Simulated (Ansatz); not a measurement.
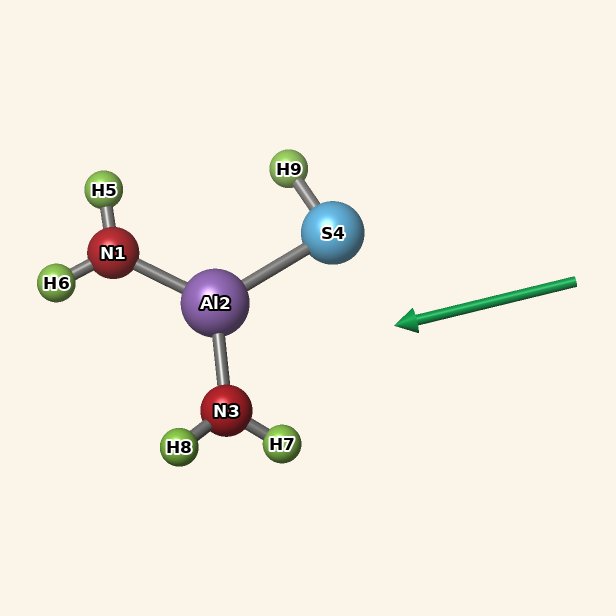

The arrow beside the molecule shows the direction of the dipole moment, from the negative to the positive end (its length means nothing). The geometry was computed by an optimisation with PBE0-D4/def2-TZVP. No frequency run is at hand to confirm it as a minimum. Properties computed with RKS PBE0-D4/def2-TZVP (Ansatz 0.2.0).

**Estimate the dipole moment.**

2.16 D; it points from the side of S4 to the side of H6 (the outermost atoms at the two ends).
